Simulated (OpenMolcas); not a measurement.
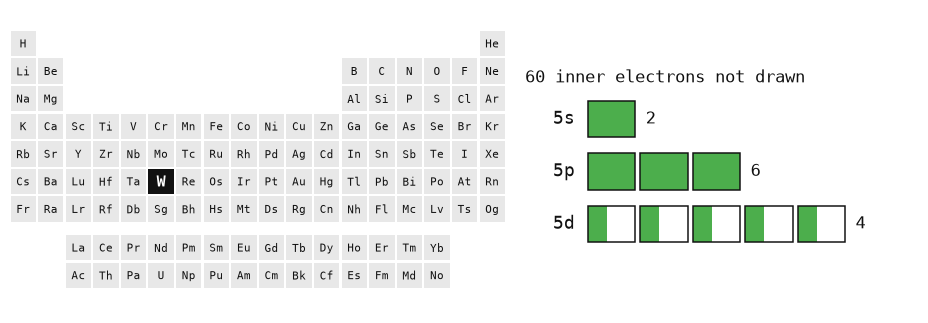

Left, the place of tungsten in the periodic table; right, the outer shells of the leading configuration of the lowest level: a box for each of the 2l + 1 orbitals, shaded by the share of the shell that is filled, with the electron count at the right.

**Run report: W²⁺, multiconfigurational calculation (part 1 of 2)**

W²⁺. Computed at this level: state-averaged RASSCF, active space 10 electrons in the shells 5p 5d; RAS1 5p with at most 2 holes, basis ANO-RCC-VQZP, DKH2 scalar Hamiltonian, spin-orbit coupling by RASSI with atomic mean-field integrals (OpenMolcas).

**Output (extracts)**
```
--- SEWARD ---
Basis set label: W.ANO-RCC...9S8P6D4F3G2H.

      Electronic valence basis set:
      ------------------
      Associated Effective Charge  74.000000 au
      Associated Actual Charge     74.000000 au
      Nuclear Model: Point charge

      Shell  nPrim  nBasis  Cartesian Spherical Contaminant
         s      24       9        X
         p      21       8        X
         d      15       6                 X
         f      11       4                 X
         g       4       3                 X
         h       2       2                 X
                  Relativistic Douglas-Kroll-Hess integrals:
                    - DKH order of Hamiltonian: 2
                    - DKH order of Properties : 0
                  Atomic mean-field integrals
--- RASSCF ---
Wave function specifications:
      -----------------------------

      Number of closed shell electrons          62
      Number of electrons in active shells      10
      Max number of holes in RAS1 space          2
      Max nr of electrons in RAS3 space          0
      Number of inactive orbitals               31
      Number of active orbitals                  8
      Number of secondary orbitals             101
      Spin quantum number                      2.0
      State symmetry                             1
Orbital specifications:
      -----------------------

      Symmetry species                           1   2
                                                ag  au
      Frozen orbitals                            0   0
      Inactive orbitals                         15  16
      Active orbitals                            5   3
      RAS1 orbitals                              0   3
      RAS2 orbitals                              5   0
      RAS3 orbitals                              0   0
      Secondary orbitals                        46  55
      Deleted orbitals                           0   0
      Number of basis functions                 66  74
      Number of CSFs                           185
      Number of root(s) required                 5
      Iter CI   SX   CI       RASSCF       Energy    max ROT     max BLB   max BLB  Level Ln srch  Step   QN
          iter iter root      energy       change     param      element    value   shift minimum  type update
 Nr of preliminary CI iterations:   1
      Total energies have been shifted. Add               -16000.00 au
        1   1   11    0  -126.61052209    0.00E+00   6.62E-03   17  26 1  4.66E-03*  0.00   0.00    SX    NO
        2   1   11    0  -126.61065157   -1.29E-04*  1.90E-03   17  23 2  4.16E-03*  0.00   0.00    SX    NO
        3   1   11    0  -126.61065648   -4.91E-06*  1.43E-03   12  33 2  4.32E-03*  0.00   0.00    SX    NO
        4   1   11    0  -126.61065383    2.66E-06*  1.12E-03   12  33 2 -5.05E-03*  0.00   0.00    SX    NO
        5   1   11    0  -126.61064940    4.43E-06*  7.84E-04   12  33 2  5.83E-03*  0.00   0.47    SX   YES
        6   1   10    0  -126.61066470   -1.53E-05*  2.27E-04   12  33 2 -2.86E-03*  0.00   0.67    QN   YES
        7   1    6    0  -126.61066949   -4.79E-06*  1.08E-05   17  23 2  8.83E-06   0.00   1.00    QN   YES
        8   1    6    0  -126.61066949   -2.53E-10   3.02E-06   12  40 2  3.89E-06   0.00   0.71    QN   YES
      Convergence after  8 iterations
        9   1    6    0  -126.61066949   -5.09E-11   3.02E-06   15  23 1 -2.83E-07   0.00   0.71    QN   YES
      Natural orbitals and occupation numbers for root  1
      sym 1:   1.001518   1.001503   1.001503   1.001520   0.004779
      sym 2:   1.995419   1.996968   1.996790
      Natural orbitals and occupation numbers for root  2
      sym 1:   0.004779   1.001509   1.001503   1.001507   1.001525
      sym 2:   1.996016   1.995798   1.997363
      Natural orbitals and occupation numbers for root  3
      sym 1:   1.001512   1.001505   1.001503   0.004779   1.001524
      sym 2:   1.995656   1.997319   1.996203
::    RASSCF root number  1 Total energy: -16126.61066949
::    RASSCF root number  2 Total energy: -16126.61066949
::    RASSCF root number  3 Total energy: -16126.61066949
::    RASSCF root number  4 Total energy: -16126.61066949
::    RASSCF root number  5 Total energy: -16126.61066949
--- RASSCF ---
Wave function specifications:
      -----------------------------

      Number of closed shell electrons          62
      Number of electrons in active shells      10
      Max number of holes in RAS1 space          2
      Max nr of electrons in RAS3 space          0
      Number of inactive orbitals               31
      Number of active orbitals                  8
      Number of secondary orbitals             101
      Spin quantum number                      1.0
      State symmetry                             1
Orbital specifications:
      -----------------------

      Symmetry species                           1   2
                                                ag  au
      Frozen orbitals                            0   0
      Inactive orbitals                         15  16
      Active orbitals                            5   3
      RAS1 orbitals                              0   3
      RAS2 orbitals                              5   0
      RAS3 orbitals                              0   0
      Secondary orbitals                        46  55
      Deleted orbitals                           0   0
      Number of basis functions                 66  74
      Number of CSFs                           615
      Number of root(s) required                45
      Iter CI   SX   CI       RASSCF       Energy    max ROT     max BLB   max BLB  Level Ln srch  Step   QN
          iter iter root      energy       change     param      element    value   shift minimum  type update
 Nr of preliminary CI iterations:   1
      Total energies have been shifted. Add               -16000.00 au
        1   1    9    0  -126.51159993    0.00E+00  -1.70E-02   17  36 1  8.41E-03*  0.00   0.00    SX    NO
        2   1   11    0  -126.51223479   -6.35E-04*  5.04E-03   17  23 2 -7.11E-03*  0.00   0.00    SX    NO
        3   1   11    0  -126.51227346   -3.87E-05*  2.78E-03   12  33 2 -6.92E-03*  0.00   0.00    SX    NO
        4   1   11    0  -126.51226893    4.53E-06*  1.98E-03   12  33 2  8.35E-03*  0.00   0.00    SX    NO
        5   1   11    0  -126.51225699    1.19E-05*  1.30E-03   12  33 2 -9.68E-03*  0.00   0.47    SX   YES
        6   1   11    0  -126.51229976   -4.28E-05*  3.60E-04   12  33 2  4.75E-03*  0.00   0.67    QN   YES
        7   1    7    0  -126.51231291   -1.31E-05*  2.43E-05   17  23 2 -2.25E-05   0.00   1.00    QN   YES
        8   1    6    0  -126.51231291   -1.60E-09   6.31E-06   12  40 2 -9.02E-06   0.00   0.74    QN   YES
      Convergence after  8 iterations
        9   1    6    0  -126.51231291   -2.24E-10   6.31E-06   12  33 2  3.96E-07   0.00   0.74    QN   YES
      Natural orbitals and occupation numbers for root  1
      sym 1:   0.816077   0.829320   0.816077   0.776349   0.776349
      sym 2:   1.995398   1.995398   1.995032
      Natural orbitals and occupation numbers for root  2
      sym 1:   0.776349   0.816077   0.816077   0.829320   0.776349
      sym 2:   1.995398   1.995032   1.995398
      Natural orbitals and occupation numbers for root  3
      sym 1:   0.816077   0.776349   0.776349   0.816077   0.829320
      sym 2:   1.995032   1.995398   1.995398
::    RASSCF root number  1 Total energy: -16126.54241551
::    RASSCF root number  2 Total energy: -16126.54241551
::    RASSCF root number  3 Total energy: -16126.54241551
::    RASSCF root number  4 Total energy: -16126.54119961
::    RASSCF root number  5 Total energy: -16126.54119961
::    RASSCF root number  6 Total energy: -16126.54119961
::    RASSCF root number  7 Total energy: -16126.54119961
::    RASSCF root number  8 Total energy: -16126.54119961
::    RASSCF root number  9 Total energy: -16126.54119961
::    RASSCF root number 10 Total energy: -16126.54119961
::    RASSCF root number 11 Total energy: -16126.54119961
::    RASSCF root number 12 Total energy: -16126.54119961
::    RASSCF root number 13 Total energy: -16126.54119961
::    RASSCF root number 14 Total energy: -16126.54119961
::    RASSCF root number 15 Total energy: -16126.53722246
::    RASSCF root number 16 Total energy: -16126.53722246
::    RASSCF root number 17 Total energy: -16126.53722246
::    RASSCF root number 18 Total energy: -16126.53722246
::    RASSCF root number 19 Total energy: -16126.53722246
::    RASSCF root number 20 Total energy: -16126.53722246
::    RASSCF root number 21 Total energy: -16126.53722246
::    RASSCF root number 22 Total energy: -16126.52745382
::    RASSCF root number 23 Total energy: -16126.52745382
::    RASSCF root number 24 Total energy: -16126.52745382
::    RASSCF root number 25 Total energy: -16126.52745382
::    RASSCF root number 26 Total energy: -16126.52745382
::    RASSCF root number 27 Total energy: -16126.52745382
::    RASSCF root number 28 Total energy: -16126.52745382
::    RASSCF root number 29 Total energy: -16126.52745382
::    RASSCF root number 30 Total energy: -16126.52745382
--- RASSCF ---
Wave function specifications:
      -----------------------------

      Number of closed shell electrons          62
      Number of electrons in active shells      10
      Max number of holes in RAS1 space          2
      Max nr of electrons in RAS3 space          0
      Number of inactive orbitals               31
      Number of active orbitals                  8
      Number of secondary orbitals             101
      Spin quantum number                      0.0
      State symmetry                             1
Orbital specifications:
      -----------------------

      Symmetry species                           1   2
                                                ag  au
      Frozen orbitals                            0   0
      Inactive orbitals                         15  16
      Active orbitals                            5   3
      RAS1 orbitals                              0   3
      RAS2 orbitals                              5   0
      RAS3 orbitals                              0   0
      Secondary orbitals                        46  55
      Deleted orbitals                           0   0
      Number of basis functions                 66  74
      Number of CSFs                           485
      Number of root(s) required                50
      Iter CI   SX   CI       RASSCF       Energy    max ROT     max BLB   max BLB  Level Ln srch  Step   QN
          iter iter root      energy       change     param      element    value   shift minimum  type update
 Nr of preliminary CI iterations:   1
      Total energies have been shifted. Add               -16000.00 au
        1   1    8    0  -126.46350213    0.00E+00  -8.69E-03   17  36 1  4.12E-03*  0.00   0.00    SX    NO
        2   1   11    0  -126.46366643   -1.64E-04*  2.46E-03   17  23 2 -3.59E-03*  0.00   0.00    SX    NO
        3   1   11    0  -126.46367545   -9.02E-06*  1.36E-03   12  33 2 -3.50E-03*  0.00   0.00    SX    NO
        4   1   11    0  -126.46367419    1.26E-06*  9.89E-04   12  33 2  4.21E-03*  0.00   0.00    SX    NO
        5   1   11    0  -126.46367111    3.07E-06*  6.62E-04   12  33 2 -4.88E-03*  0.00   0.47    SX   YES
        6   1   10    0  -126.46368190   -1.08E-05*  1.88E-04   12  33 2  2.42E-03*  0.00   0.67    QN   YES
        7   1    6    0  -126.46368532   -3.42E-06*  1.09E-05   12  47 2 -1.09E-05   0.00   1.00    QN   YES
        8   1    6    0  -126.46368532   -3.35E-10   2.86E-06   12  40 2 -4.36E-06   0.00   0.74    QN   YES
      Convergence after  8 iterations
        9   1    6    0  -126.46368532   -4.91E-11   2.86E-06   15  23 1  1.93E-07   0.00   0.74    QN   YES
      Natural orbitals and occupation numbers for root  1
      sym 1:   0.742967   1.298878   0.545098   0.589698   0.835237
      sym 2:   1.995894   1.996356   1.995871
      Natural orbitals and occupation numbers for root  2
      sym 1:   1.220402   1.014818   0.443179   0.973458   0.360023
      sym 2:   1.996047   1.995901   1.996174
      Natural orbitals and occupation numbers for root  3
      sym 1:   1.200541   0.299287   1.162834   0.788543   0.560674
      sym 2:   1.996031   1.995938   1.996153
::    RASSCF root number  1 Total energy: -16126.50815974
::    RASSCF root number  2 Total energy: -16126.50815974
::    RASSCF root number  3 Total energy: -16126.50815974
::    RASSCF root number  4 Total energy: -16126.50815974
::    RASSCF root number  5 Total energy: -16126.50815974
::    RASSCF root number  6 Total energy: -16126.50815974
::    RASSCF root number  7 Total energy: -16126.50815974
::    RASSCF root number  8 Total energy: -16126.50815974
::    RASSCF root number  9 Total energy: -16126.50815974
::    RASSCF root number 10 Total energy: -16126.50669394
::    RASSCF root number 11 Total energy: -16126.50669394
::    RASSCF root number 12 Total energy: -16126.50669394
::    RASSCF root number 13 Total energy: -16126.50669394
::    RASSCF root number 14 Total energy: -16126.50669394
::    RASSCF root number 15 Total energy: -16126.50669394
::    RASSCF root number 16 Total energy: -16126.50669394
::    RASSCF root number 17 Total energy: -16126.50669394
::    RASSCF root number 18 Total energy: -16126.50669394
::    RASSCF root number 19 Total energy: -16126.50669394
::    RASSCF root number 20 Total energy: -16126.50669394
::    RASSCF root number 21 Total energy: -16126.50669394
::    RASSCF root number 22 Total energy: -16126.50669394
::    RASSCF root number 23 Total energy: -16126.49756521
::    RASSCF root number 24 Total energy: -16126.48745829
::    RASSCF root number 25 Total energy: -16126.48745829
::    RASSCF root number 26 Total energy: -16126.48745829
::    RASSCF root number 27 Total energy: -16126.48745829
::    RASSCF root number 28 Total energy: -16126.48745829
::    RASSCF root number 29 Total energy: -16126.46580948
::    RASSCF root number 30 Total energy: -16126.46580948
--- RASSI ---
SPIN-FREE ENERGIES:
  (Shifted by EMIN (a.u.) =     -16126.6106694928)

 SF State       Relative EMIN(au)   Rel lowest level(eV)    D:o, cm**(-1)      L_eff

     1             0.0000000000        0.0000000000              0.0000         2.0
     2             0.0000000000        0.0000000000              0.0000         2.0
     3             0.0000000000        0.0000000000              0.0000         2.0
     4             0.0000000000        0.0000000000              0.0000         2.0
     5             0.0000000000        0.0000000000              0.0000         2.0
     6             0.0682539858        1.8572855698          14980.0184         1.0
     7             0.0682539858        1.8572855698          14980.0184         1.0
     8             0.0682539858        1.8572855698          14980.0184         1.0
     9             0.0694698860        1.8903718994          15246.8776         5.0
    10             0.0694698860        1.8903718994          15246.8776         5.0
    11             0.0694698860        1.8903718994          15246.8776         5.0
    12             0.0694698860        1.8903718994          15246.8776         5.0
    13             0.0694698860        1.8903718994          15246.8776         5.0
    14             0.0694698860        1.8903718994          15246.8776         5.0
    15             0.0694698860        1.8903718994          15246.8776         5.0
    16             0.0694698860        1.8903718994          15246.8776         5.0
    17             0.0694698860        1.8903718994          15246.8776         5.0
    18             0.0694698860        1.8903718994          15246.8776         5.0
    19             0.0694698860        1.8903718994          15246.8776         5.0
    20             0.0734470377        1.9985957110          16119.7615         3.0
    21             0.0734470377        1.9985957110          16119.7615         3.0
    22             0.0734470377        1.9985957110          16119.7615         3.0
    23             0.0734470377        1.9985957110          16119.7615         3.0
    24             0.0734470377        1.9985957110          16119.7615         3.0
    25             0.0734470377        1.9985957110          16119.7615         3.0
    26             0.0734470377        1.9985957110          16119.7615         3.0
    27             0.0832156760        2.2644139027          18263.7298         4.0
    28             0.0832156760        2.2644139027          18263.7298         4.0
    29             0.0832156760        2.2644139027          18263.7298         4.0
    30             0.0832156760        2.2644139027          18263.7298         4.0
    31             0.0832156760        2.2644139027          18263.7298         4.0
    32             0.0832156760        2.2644139027          18263.7298         4.0
    33             0.0832156760        2.2644139027          18263.7298         4.0
    34             0.0832156760        2.2644139027          18263.7298         4.0
    35             0.0832156760        2.2644139027          18263.7298         4.0
    51             0.1025097521        2.7894324580          22498.2901         4.0
    52             0.1025097521        2.7894324580          22498.2901         4.0
    53             0.1025097521        2.7894324580          22498.2901         4.0
    54             0.1025097521        2.7894324580          22498.2901         4.0
    55             0.1025097521        2.7894324580          22498.2901         4.0
Eigenvalues of complex Hamiltonian:
   -----------------------------------
  (Shifted by EMIN (a.u.) =     -16126.6106694928)

 SO State       Relative EMIN(au)   Rel lowest level(eV)    D:o, cm**(-1)     J-value
```

(Continued in part 2.) Outcome of the run: converged.
